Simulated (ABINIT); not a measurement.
# BiOCl (P4/nmm): G0W0 with ABINIT, start to end

How does a plane-wave GW calculation on BiOCl (P4/nmm) run from the first input to the gap?

Calculated with ABINIT 10.8.3; PBEsol and many-body steps on it, plane waves.

**What was measured.**

- Gap 3.36 eV: optical gap from Kubelka-Munk/Tauc analysis; UV-vis diffuse reflectance; powder (solvothermal hierarchical microspheres made without additive) (“Hydrothermal Crystallization of Bismuth Oxychlorides (BiOCl) Using Different Shape Control Reagents”, 2021, pmc:8123882).

- Gap 3.44 eV: optical gap from Tauc plot; UV-vis diffuse reflectance; powder (hydrothermal powder) (“Synergistic Piezo-Photocatalysis of BiOCl/NaNbO3 Heterojunction Piezoelectric Composite for High-Efficient Organic Pollutant Degradation”, 2022, pmc:8839476).

This is a report of a sequence of runs, with most program output left out.

**1. The structure**

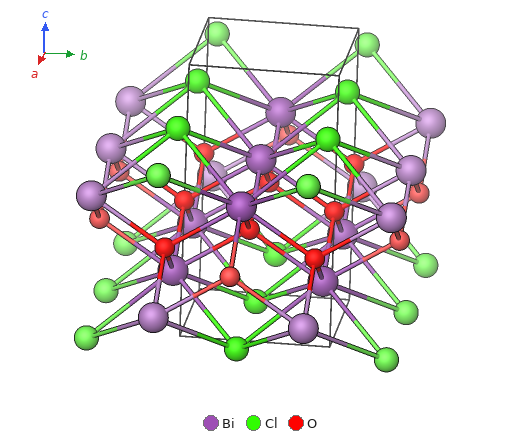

The cell as given, slightly off an axis (bismuth purple, chlorine green, oxygen red). 2×1×1 cells are drawn. Some periodic images of atoms are drawn too.

Structure file:

```cif
data_structure
_symmetry_space_group_name_H-M 'P 1'
_symmetry_Int_Tables_number 1
_cell_length_a 3.8855
_cell_length_b 3.8855
_cell_length_c 7.3489
_cell_angle_alpha 90.000
_cell_angle_beta 90.000
_cell_angle_gamma 90.000
_cell_volume 110.95
loop_
_atom_site_label
_atom_site_type_symbol
_atom_site_fract_x
_atom_site_fract_y
_atom_site_fract_z
_atom_site_occupancy
Bi1 Bi 0.50000 0.00000 0.32904 1
Bi2 Bi 0.00000 0.50000 0.67096 1
Cl3 Cl 0.00000 0.50000 0.14720 1
Cl4 Cl 0.50000 0.00000 0.85280 1
O5 O 0.00000 0.00000 0.50000 1
O6 O 0.50000 0.50000 0.50000 1
```

The cell and positions come from the Crystallography Open Database and are kept as given unless a step says otherwise. Spin-orbit coupling is left out unless a step names it.

**2. Ground state**

This step: ABINIT 10.8.3; DFT, PBEsol, plane waves, norm-conserving pseudopotentials.

The ground-state density comes first.

Contents of run.abi:

```
acell 3*1.0 Angstrom
rprim 
  3.885510000000 0.000000000000 0.000000000000
  0.000000000000 3.885510000000 0.000000000000
  0.000000000000 0.000000000000 7.348900000000
ntypat 3
znucl 83 17 8
natom 6
typat 1 1 2 2 3 3
xred 
  0.500000000000 0.000000000000 0.329040000000
  0.000000000000 0.500000000000 0.670960000000
  0.000000000000 0.500000000000 0.147200000000
  0.500000000000 0.000000000000 0.852800000000
  0.000000000000 0.000000000000 0.500000000000
  0.500000000000 0.500000000000 0.500000000000
pp_dirpath "pseudos"
pseudos "Bi.upf, Cl.upf, O.upf"
ecut 42
ngkpt 6 6 4
nshiftk 1
shiftk 0 0 0
kptopt 1
chksymbreak 0
nband 43
occopt 1
tolvrs 1e-10
nstep 60
prtwf 0
optforces 0
optstress 0
indata_prefix "in"
outdata_prefix "out"
tmpdata_prefix "tmp"
```

On the command line:

```
$ OMP_NUM_THREADS=1 mpirun -n 8 abinit run.abi > log
```

Elapsed: 79 s, on 8 MPI ranks of Intel Xeon 6975P-C (Granite Rapids), shared host; peak memory 1.1 GiB; 10 min of CPU time.

Numbers from this step:

```yaml
total_energy: -14420.3299 eV
gap: 2.591 eV
k_of_the_valence_top: 0.3333, 0, 0.5
k_of_the_conduction_bottom: 0, 0, 0.5
least_direct_gap: 2.929 eV
```

The gap is indirect, with the least direct gap 0.34 eV higher.

**3. Bands along the symmetry lines**

Levels along a band path, at the cheap level, show where the edges lie and whether the meshes to come will hold them.

Contents of run.abi:

```
acell 3*1.0 Angstrom
rprim 
  3.885510000000 0.000000000000 0.000000000000
  0.000000000000 3.885510000000 0.000000000000
  0.000000000000 0.000000000000 7.348900000000
ntypat 3
znucl 83 17 8
natom 6
typat 1 1 2 2 3 3
xred 
  0.500000000000 0.000000000000 0.329040000000
  0.000000000000 0.500000000000 0.670960000000
  0.000000000000 0.500000000000 0.147200000000
  0.500000000000 0.000000000000 0.852800000000
  0.000000000000 0.000000000000 0.500000000000
  0.500000000000 0.500000000000 0.500000000000
pp_dirpath "pseudos"
pseudos "Bi.upf, Cl.upf, O.upf"
ecut 42
iscf -2
irdden 1
kptopt 0
nkpt 75
kpt 
  0.00000000 0.00000000 0.00000000
  0.00000000 0.06250000 0.00000000
  0.00000000 0.12500000 0.00000000
  0.00000000 0.18750000 0.00000000
  0.00000000 0.25000000 0.00000000
  0.00000000 0.31250000 0.00000000
  0.00000000 0.37500000 0.00000000
  0.00000000 0.43750000 0.00000000
  0.00000000 0.50000000 0.00000000
  0.06250000 0.50000000 0.00000000
  0.12500000 0.50000000 0.00000000
  0.18750000 0.50000000 0.00000000
  0.25000000 0.50000000 0.00000000
  0.31250000 0.50000000 0.00000000
  0.37500000 0.50000000 0.00000000
  0.43750000 0.50000000 0.00000000
  0.50000000 0.50000000 0.00000000
  0.43750000 0.43750000 0.00000000
  0.37500000 0.37500000 0.00000000
  0.31250000 0.31250000 0.00000000
  0.25000000 0.25000000 0.00000000
  0.18750000 0.18750000 0.00000000
  0.12500000 0.12500000 0.00000000
  0.06250000 0.06250000 0.00000000
  0.00000000 0.00000000 0.00000000
  0.00000000 0.00000000 0.06250000
  0.00000000 0.00000000 0.12500000
  0.00000000 0.00000000 0.18750000
  0.00000000 0.00000000 0.25000000
  0.00000000 0.00000000 0.31250000
  0.00000000 0.00000000 0.37500000
  0.00000000 0.00000000 0.43750000
  0.00000000 0.00000000 0.50000000
  0.00000000 0.06250000 0.50000000
  0.00000000 0.12500000 0.50000000
  0.00000000 0.18750000 0.50000000
  0.00000000 0.25000000 0.50000000
  0.00000000 0.31250000 0.50000000
  0.00000000 0.37500000 0.50000000
  0.00000000 0.43750000 0.50000000
  0.00000000 0.50000000 0.50000000
  0.06250000 0.50000000 0.50000000
  0.12500000 0.50000000 0.50000000
  0.18750000 0.50000000 0.50000000
  0.25000000 0.50000000 0.50000000
  0.31250000 0.50000000 0.50000000
  0.37500000 0.50000000 0.50000000
  0.43750000 0.50000000 0.50000000
  0.50000000 0.50000000 0.50000000
  0.43750000 0.43750000 0.50000000
  0.37500000 0.37500000 0.50000000
  0.31250000 0.31250000 0.50000000
  0.25000000 0.25000000 0.50000000
  0.18750000 0.18750000 0.50000000
  0.12500000 0.12500000 0.50000000
  0.06250000 0.06250000 0.50000000
  0.00000000 0.00000000 0.50000000
  0.00000000 0.50000000 0.00000000
  0.00000000 0.50000000 0.06250000
  0.00000000 0.50000000 0.12500000
  0.00000000 0.50000000 0.18750000
  0.00000000 0.50000000 0.25000000
  0.00000000 0.50000000 0.31250000
  0.00000000 0.50000000 0.37500000
  0.00000000 0.50000000 0.43750000
  0.00000000 0.50000000 0.50000000
  0.50000000 0.50000000 0.00000000
  0.50000000 0.50000000 0.06250000
  0.50000000 0.50000000 0.12500000
  0.50000000 0.50000000 0.18750000
  0.50000000 0.50000000 0.25000000
  0.50000000 0.50000000 0.31250000
  0.50000000 0.50000000 0.37500000
  0.50000000 0.50000000 0.43750000
  0.50000000 0.50000000 0.50000000
istwfk *1
nband 43
nbdbuf 2
tolwfr 1e-08
nstep 40
prtwf 0
prtvol 0
indata_prefix "in"
outdata_prefix "out"
tmpdata_prefix "tmp"
```

Run time: 65 s. Hardware: 8 MPI ranks; peak memory 1.2 GiB; 8.6 min of CPU time.

This step gave:

* gap: 2.545 eV
* k of the valence top: 0, 0.4375, 0.5
* k of the conduction bottom: 0, 0, 0.5
* least direct gap: 2.929 eV

The gap is 2.545 eV, −0.046 eV from the run before at this level.

The electronic bands at the labelled points (eV, zero at the top of the highest filled band):

```tsv
point	band 33	band 34	band 35	band 36	band 37	band 38	band 39	band 40
Γ	-1.06	-1.06	-0.99	-0.78	3.05	3.75	5.30	5.30
X	-0.92	-0.92	-0.09	-0.09	4.55	4.55	5.19	5.19
M	-0.72	-0.72	-0.66	-0.66	4.06	4.06	5.81	5.81
Γ	-1.06	-1.06	-0.99	-0.78	3.05	3.75	5.30	5.30
Z	-0.79	-0.79	-0.39	-0.38	2.55	2.93	5.31	5.31
R	-0.71	-0.71	-0.08	-0.08	4.35	4.35	5.27	5.27
A	-1.41	-1.41	-0.66	-0.66	4.46	4.46	6.03	6.03
Z	-0.79	-0.79	-0.39	-0.38	2.55	2.93	5.31	5.31
jump to X	-0.92	-0.92	-0.09	-0.09	4.55	4.55	5.19	5.19
R	-0.71	-0.71	-0.08	-0.08	4.35	4.35	5.27	5.27
jump to M	-0.72	-0.72	-0.66	-0.66	4.06	4.06	5.81	5.81
A	-1.41	-1.41	-0.66	-0.66	4.46	4.46	6.03	6.03
```

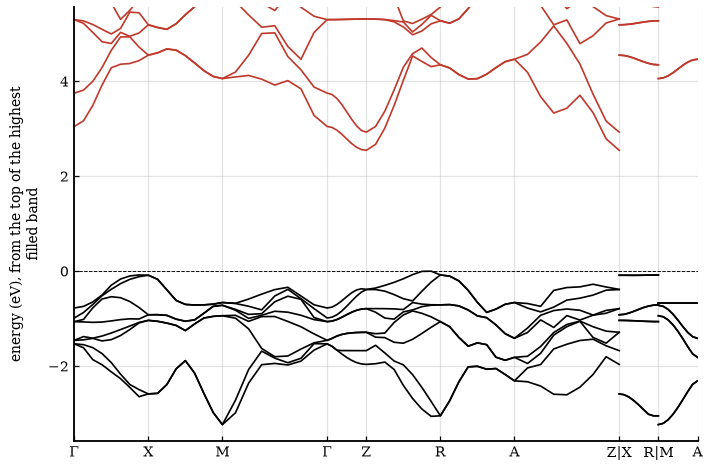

Electronic bands along the path; lines of filled and empty bands in two colours.

**4. Empty states on the mesh, 4×4×2 mesh, 89 bands**

The sums over transitions need many empty states on a uniform mesh; this step solves for them.

Contents of run.abi:

```
acell 3*1.0 Angstrom
rprim 
  3.885510000000 0.000000000000 0.000000000000
  0.000000000000 3.885510000000 0.000000000000
  0.000000000000 0.000000000000 7.348900000000
ntypat 3
znucl 83 17 8
natom 6
typat 1 1 2 2 3 3
xred 
  0.500000000000 0.000000000000 0.329040000000
  0.000000000000 0.500000000000 0.670960000000
  0.000000000000 0.500000000000 0.147200000000
  0.500000000000 0.000000000000 0.852800000000
  0.000000000000 0.000000000000 0.500000000000
  0.500000000000 0.500000000000 0.500000000000
pp_dirpath "pseudos"
pseudos "Bi.upf, Cl.upf, O.upf"
ecut 42
ngkpt 4 4 2
nshiftk 1
shiftk 0 0 0
kptopt 1
chksymbreak 0
iscf -2
irdden 1
istwfk *1
nband 89
nbdbuf 8
tolwfr 1e-09
nstep 60
prtvol 0
indata_prefix "in"
outdata_prefix "out"
tmpdata_prefix "tmp"
```

Run time: 43 s. Hardware: 8 MPI ranks; peak memory 0.88 GiB.

Numbers from this step:

```yaml
gap: 2.625 eV
k_of_the_valence_top: 0.5, 0, 0.5
k_of_the_conduction_bottom: 0, 0, 0.5
least_direct_gap: 2.929 eV
k_points_computed: 12
lowest_point_of_the_top_converged_band_above_the_valence_top: 25.60 eV
```

On this mesh the gap is 2.625 eV. The earlier step found 2.591 eV, so this mesh misses an edge.

**5. Screening, 4×4×2 mesh, 81 bands, screening to 87.1 eV**

The RPA dielectric matrix is built and inverted for each q.

This step: RPA screening on PBEsol, plane waves, norm-conserving pseudopotentials.

Edit run.abi of step 4 so:

```diff
@@ -24,10 +24,11 @@
 chksymbreak 0
-iscf -2
-irdden 1
 istwfk *1
-nband 89
-nbdbuf 8
-tolwfr 1e-09
-nstep 60
-prtvol 0
+occopt 1
+irdwfk 1
+optdriver 3
+nband 81
+ecuteps 3.2
+inclvkb 2
+awtr 1
+symchi 1
 indata_prefix "in"
```

The job ended after 60 s (8 MPI ranks; peak memory 4.5 GiB).

This step gave:

```
ε∞ with local fields, on this mesh, along the program's q direction : 6.043
the same without local fields                                       : 6.820
plasma frequency                                                    : 29.91 eV
plane waves in the screening matrix                                 : 195
```

Local fields lower ε∞ by 11 %. On a Γ-centred mesh this coarse the value itself is usually too large, while a short band sum pulls it down.

**6. Self-energy, 4×4×2 mesh, 81 bands, screening to 87.1 eV**

The self-energy is evaluated for the states that the input lists, and the levels follow from it, in one-shot runs by the linearised quasiparticle equation.

This step: G0W0 on PBEsol, plane waves, norm-conserving pseudopotentials.

Edit run.abi of step 5 so:

```diff
@@ -27,8 +27,19 @@
 irdwfk 1
-optdriver 3
+optdriver 4
 nband 81
+gwcalctyp 0
+ecutsigx 42
+symsigma 1
+nkptgw 3
+kptgw 
+  0.5000000000 0.0000000000 0.5000000000
+  0.0000000000 0.0000000000 0.5000000000
+  0.0000000000 0.0000000000 0.0000000000
+bdgw 
+  35 38
+  35 38
+  35 38
 ecuteps 3.2
-inclvkb 2
-awtr 1
-symchi 1
+irdscr 1
+ppmodel 1
 indata_prefix "in"
```

Wall time 8.6 s (8 MPI ranks); peak memory 2.5 GiB; 67 s of CPU time.

Numbers from this step:

| Property | Result |
| --- | --- |
| G0W0 gap on the points computed | 3.768 eV |
| starting gap on the mesh | 2.625 eV |
| k of the valence top | 0.5, 0, 0.5 |
| k of the conduction bottom | 0, 0, 0.5 |
| Z at the valence top | 0.794 |
| Z at the conduction bottom | 0.837 |
| least direct G0W0 gap on the computed points | 3.889 eV |

The gap on the mesh goes from 2.62 eV to 3.77 eV, a correction of +1.14 eV. The start differs from the 2.59 eV found before because the two sample other k points.

Limits: finite bands, cutoff and mesh; no spin-orbit coupling; coarse k mesh. v1 is the top filled band, c1 the lowest empty one. The levels before and after the correction (eV, zero at the valence-band top of each column):

```tsv
	conduction bottom	valence top
Kohn-Sham	2.62	0.00
G0W0	3.77	0.00
```

```tsv
	level	energy (eV)
Kohn-Sham	(0.5 0 0.5) v2-v1	0.000
Kohn-Sham	(0.5 0 0.5) c1-c2	4.427
Kohn-Sham	(0 0 0.5) v2	-0.308
Kohn-Sham	(0 0 0.5) v1	-0.304
Kohn-Sham	(0 0 0.5) c1	2.625
Kohn-Sham	(0 0 0.5) c2	3.008
G0W0	(0.5 0 0.5) v2-v1	0.000
G0W0	(0.5 0 0.5) c1-c2	5.754
G0W0	(0 0 0.5) v2	-0.121
G0W0	(0 0 0.5) v1	-0.655
G0W0	(0 0 0.5) c1	3.768
G0W0	(0 0 0.5) c2	4.305
```

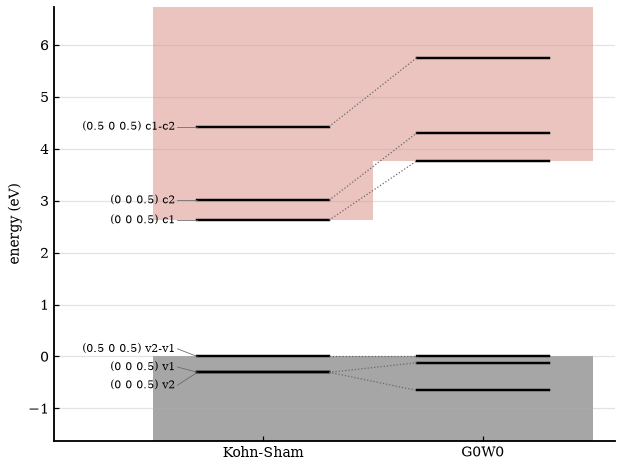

Levels before and after the correction. Shaded: valence and conduction bands.

**7. Where the time went**

Times are wall times on 8 MPI ranks of Intel Xeon 6975P-C (Granite Rapids), shared host, good to a factor of about two.

```tsv
step	time	share	memory (GiB)
ground state	79 s	31 %	1.1
bands along the symmetry lines	65 s	25 %	1.2
empty states on the mesh	43 s	17 %	0.88
screening	60 s	24 %	4.5
self-energy	8.6 s	3 %	2.5
```

**8. Summary of results**

```json
{
  "PBEsol gap": "2.55 eV, indirect",
  "G0W0 gap on the mesh": "3.77 eV",
  "G0W0 gap over the zone (rigid shift)": "3.69 eV",
  "GW settings": "4×4×2 mesh, 81 bands, screening to 87.1 eV, Godby-Needs plasmon pole",
  "known limits": "not at the basis limit; no spin-orbit coupling; coarse k mesh"
}
```

G0W0 moves the gap on the mesh from 2.62 eV to 3.77 eV (+1.14 eV), with Z of 0.79 and 0.84 at the edges. The mesh misses the band edges by 0.08 eV in all; a rigid shift gives 3.69 eV for the zone. Local fields lower the RPA ε∞ on this mesh from 6.82 to 6.04; a Γ-centred mesh this coarse tends to raise both, most where the direct gap is narrow, while a short band sum lowers them. Only 3 of the mesh's irreducible points were corrected, so a valley elsewhere could overtake. Against experiment, by G0W0@PBEsol: the gap of 3.69 eV lies +0.33 eV from the measured 3.36 eV (optical, 2021); the gap of 3.69 eV lies +0.25 eV from the measured 3.44 eV (optical, 2022). An exciton line or allowed optical edge lies below the quasiparticle gap by the binding energy; a forbidden edge can push the onset above it. The calculation has static nuclei and no excitons; a measured gap holds zero-point and thermal motion, which mostly lowers it. With atoms this heavy the missing spin-orbit coupling can matter too. Bands and cutoff are finite, so the gap is not at the basis limit. The miss can reach some tenths of an eV and take either sign; the mesh is an error of its own. In the G0W0 run levels were corrected at 3 k points alone, so a gap called «on the mesh» is the least over those, and an edge elsewhere would be missed. A denser mesh or path gives a starting gap of 2.55 eV: the GW mesh misses a band edge, so its gaps are not the fundamental one. The 4×4×2 mesh is coarse for this cell, which bears on the long-range parts of exchange and screening. Where an edge is built on 6p states of lead, bismuth or thallium, scalar-relativistic gaps usually stand too wide, by a few tenths to over one eV.

[Paths, hosts, dates, memory and timing lines, banners, echoed tables and standing remarks are left out of the program output.]

[Logs are printed without paths, hosts, clocks, repeated set-up lines and the standing remarks that a program may print on its own settings, such as how far it seeks lower states.]

[Runs of the session that timed out or met a known fault of the program may be left out.]

[Hosts, paths, dates, database ids (printed as entryN), source tags and the programs' standing remarks are cut or masked in the printed files.]

[G0W0 gaps are taken among the corrected bands and points alone; a level outside them can change the order at an edge.]

[Where Ansatz stands beside ABINIT at settings called matched, ABINIT's density can come from a denser mesh and the files from another edition; pairs whose starting gaps differed by over 0.03 eV were left out, so agreement reads better than it is.]
